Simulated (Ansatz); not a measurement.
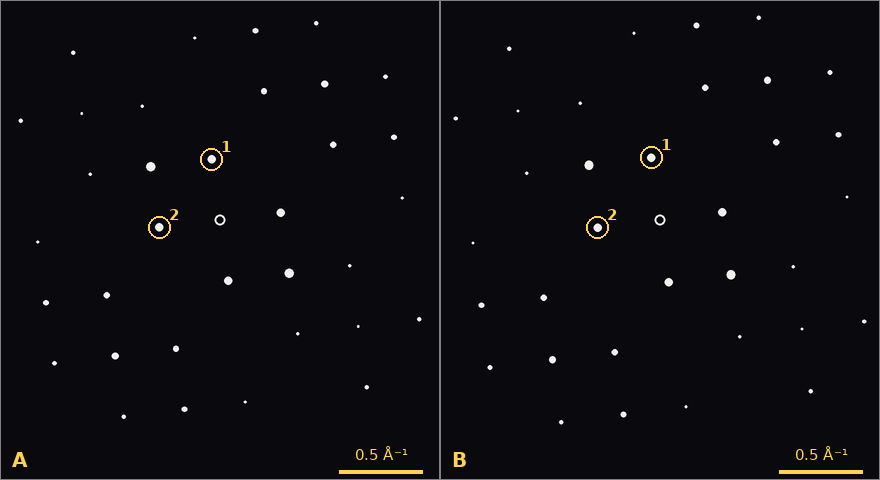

Kinematic electron diffraction patterns (300 kV, B = 0.5 Å², same scale) along [100] of the run's own cell, for the start and the end of one relaxation of Zn2B with DFT PBE, scalar-relativistic, plane waves, PAW in Ansatz. k mesh 20×20×20. The start is a generated model structure, and the relaxation ends in the nearest stationary point of its symmetry, not necessarily the ground state. Spot 1 is 0 -1 1 and spot 2 is 0 -1 0 in both.

Start structure:

```yaml
crystal:
  lattice:
    - [-1.36095, 1.36095, 10.21420]
    - [1.36095, -1.36095, 10.21420]
    - [1.36095, 1.36095, -10.21420]
  atoms:
    - { symbol: Zn, position: [0.43175, 0.43175, 0.00000] }
    - { symbol: Zn, position: [0.18175, 0.68175, 0.50000] }
    - { symbol: Zn, position: [0.31825, 0.81825, 0.50000] }
    - { symbol: Zn, position: [0.56825, 0.56825, 0.00000] }
    - { symbol: B, position: [0.00000, 0.00000, 0.00000] }
    - { symbol: B, position: [0.75000, 0.25000, 0.50000] }
```

Q: Which pattern belongs to the start structure, and which to the relaxed one?

A: A is the start: its cell gives d(1) = 2.698 Å, d(2) = 2.698 Å and an angle of 89.0°. B is the relaxed structure, with d(1) = 2.628 Å (-2.6 %), d(2) = 2.628 Å (-2.6 %) and 89.1°.

Q: Summarise the relaxation behind the change.

A: The volume changed by -1.4 % to 12.43 Å³ an atom; with the mean shift removed, the atoms moved by up to 0.03 Å relative to the cell (Zn most); the space group stayed I4_1/amd (No. 141); the free energy fell by 11 meV an atom. Relaxed cell: a = 10.797 Å, b = 10.797 Å, c = 10.797 Å, α = 165.91°, β = 165.91°, γ = 19.98°.
